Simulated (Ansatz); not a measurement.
Potential energy curve for SMILES [GaH3] (H3Ga). The Ga1–H4 bond (Ga1 also carries H, H; H4 carries nothing else) is varied alone, starting from the PBE0/def2-TZVP optimised geometry.

```
4

Ga     0.0000     0.0000     0.0000
H     -0.0005    -1.3584    -0.7843
H      0.0000     1.3584    -0.7842
H      0.0000     0.0000     1.5685
```

Levels of theory: UHF/cc-pVTZ (Ansatz, an electronic-structure program); RKS-PBE0 = restricted PBE0/cc-pVTZ in Ansatz; UCCSD = CCSD on UHF/cc-pVTZ, cores with 3d frozen run with Ansatz; UCCSD(T) = CCSD(T) on UHF/cc-pVTZ, cores with 3d frozen (Ansatz).

Energies are in kcal/mol, each relative to the lowest point of its own curve near equilibrium.

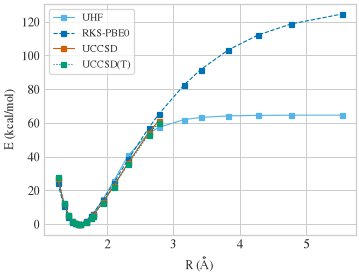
Figure. Energy against bond length for each method.

```json
[
 {"R / Å": "1.26", "UHF": "26.9", "RKS-PBE0": "24.5", "UCCSD": "27.6", "UCCSD(T)": "27.7"},
 {"R / Å": "1.35", "UHF": "11.9", "RKS-PBE0": "10.6", "UCCSD": "12.5", "UCCSD(T)": "12.6"},
 {"R / Å": "1.42", "UHF": "5.1", "RKS-PBE0": "4.4", "UCCSD": "5.5", "UCCSD(T)": "5.6"},
 {"R / Å": "1.48", "UHF": "1.8", "RKS-PBE0": "1.4", "UCCSD": "2.0", "UCCSD(T)": "2.1"},
 {"R / Å": "1.52", "UHF": "0.6", "RKS-PBE0": "0.4", "UCCSD": "0.7", "UCCSD(T)": "0.7"},
 {"R / Å": "1.57", "UHF": "0.0", "RKS-PBE0": "0.0", "UCCSD": "0.0", "UCCSD(T)": "0.0"},
 {"R / Å": "1.60", "UHF": "0.1", "RKS-PBE0": "0.2", "UCCSD": "0.0", "UCCSD(T)": "0.0"},
 {"R / Å": "1.68", "UHF": "1.6", "RKS-PBE0": "1.8", "UCCSD": "1.2", "UCCSD(T)": "1.2"},
 {"R / Å": "1.76", "UHF": "4.6", "RKS-PBE0": "4.7", "UCCSD": "3.9", "UCCSD(T)": "3.8"},
 {"R / Å": "1.79", "UHF": "6.0", "RKS-PBE0": "6.1", "UCCSD": "5.1", "UCCSD(T)": "5.0"},
 {"R / Å": "1.94", "UHF": "14.6", "RKS-PBE0": "14.2", "UCCSD": "12.8", "UCCSD(T)": "12.7"},
 {"R / Å": "2.10", "UHF": "25.3", "RKS-PBE0": "24.2", "UCCSD": "22.5", "UCCSD(T)": "22.2"},
 {"R / Å": "2.32", "UHF": "40.7", "RKS-PBE0": "38.4", "UCCSD": "36.2", "UCCSD(T)": "35.7"},
 {"R / Å": "2.63", "UHF": "53.9", "RKS-PBE0": "57.1", "UCCSD": "54.1", "UCCSD(T)": "53.1"},
 {"R / Å": "2.78", "UHF": "57.3", "RKS-PBE0": "65.1", "UCCSD": "61.3", "UCCSD(T)": "60.1"},
 {"R / Å": "3.16", "UHF": "61.9", "RKS-PBE0": "82.4", "UCCSD": "—", "UCCSD(T)": "—"},
 {"R / Å": "3.41", "UHF": "63.2", "RKS-PBE0": "91.5", "UCCSD": "—", "UCCSD(T)": "—"},
 {"R / Å": "3.83", "UHF": "64.1", "RKS-PBE0": "103.3", "UCCSD": "—", "UCCSD(T)": "—"},
 {"R / Å": "4.27", "UHF": "64.5", "RKS-PBE0": "112.0", "UCCSD": "—", "UCCSD(T)": "—"},
 {"R / Å": "4.77", "UHF": "64.6", "RKS-PBE0": "118.6", "UCCSD": "—", "UCCSD(T)": "—"},
 {"R / Å": "5.54", "UHF": "64.6", "RKS-PBE0": "124.6", "UCCSD": "—", "UCCSD(T)": "—"}
]
```

At the longest distance, 5.54 Å, RKS-PBE0 lies highest above its minimum (124.6 kcal/mol) and UHF lowest (64.6 kcal/mol).

Dashes: no converged value, or the column stops at the first point that the program doubted or that broke a chosen test of continuity, which isn't proof of a fault.

The unrestricted determinant behind UHF, UCCSD, UCCSD(T) is spin-contaminated at 2.32 to 5.54 Å (<S²> up to 1.0, against 0.00 for a pure singlet). The restricted form behind RKS-PBE0 keeps the bonding electrons paired and can't separate into open-shell fragments.
